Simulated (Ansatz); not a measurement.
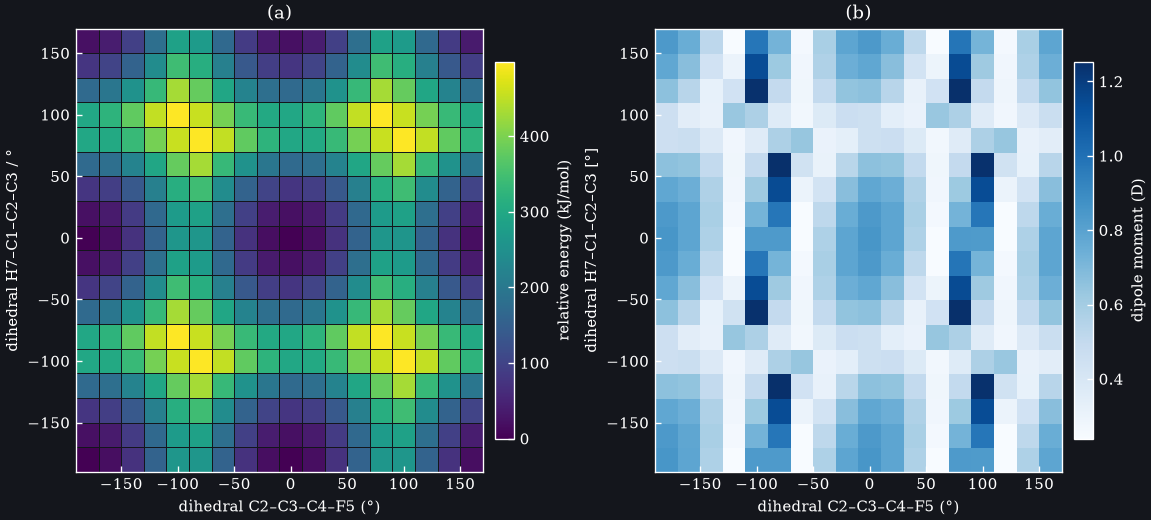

C₄H₄F₂, SMILES C=CC=C(F)F. First axis: dihedral C2–C3–C4–F5. Second axis: dihedral H7–C1–C2–C3. Nothing is relaxed (all other coordinates rigid). The scan uses an 18 × 18 grid. Points are written as (first, second). All energies are given in kJ/mol relative to the lowest grid point. The dihedral twists a double bond; near 90° a spin-restricted reference is unreliable. The calculation used Ansatz 0.2.0, RKS B3LYP-D4/def2-SVP.

Panel (a) is the energy; panel (b) is the computed dipole moment, in D.

Drawn: one coloured cell a grid point.

Question: How does the dipole moment vary over the map, and what is it at the lowest grid point?

Answer: Leaving out the highest fifth of the energies, it runs from 0.24 D at (−60°, 0°) to 0.98 D at (80°, −20°). At the lowest grid point, (−180°, 0°), it is 0.86 D.

| dihedral H7–C1–C2–C3 ↓, dihedral C2–C3–C4–F5 → | −180 | −140 | −100 | −60 | −20 | 20 | 60 | 100 | 140 |
| --- | --- | --- | --- | --- | --- | --- | --- | --- | --- |
| 160 | 0.84 | 0.52 | 0.98 | 0.26 | 0.79 | 0.75 | 0.24 | 0.72 | 0.59 |
| 120 | 0.66 | 0.32 | 1.25 | 0.28 | 0.65 | 0.54 | 0.44 | 0.50 | 0.50 |
| 80 | 0.46 | 0.38 | 0.36 | 0.64 | 0.34 | 0.47 | 0.27 | 0.57 | 0.32 |
| 40 | 0.78 | 0.57 | 0.62 | 0.30 | 0.67 | 0.75 | 0.28 | 1.14 | 0.43 |
| 0 | 0.86 | 0.57 | 0.83 | 0.24 | 0.79 | 0.79 | 0.24 | 0.83 | 0.57 |
| −40 | 0.78 | 0.43 | 1.14 | 0.28 | 0.75 | 0.67 | 0.30 | 0.62 | 0.57 |
| −80 | 0.46 | 0.32 | 0.57 | 0.27 | 0.47 | 0.34 | 0.64 | 0.36 | 0.38 |
| −120 | 0.66 | 0.50 | 0.50 | 0.44 | 0.54 | 0.65 | 0.28 | 1.25 | 0.32 |
| −160 | 0.84 | 0.59 | 0.72 | 0.24 | 0.75 | 0.79 | 0.26 | 0.98 | 0.52 |

The table holds every second grid line.
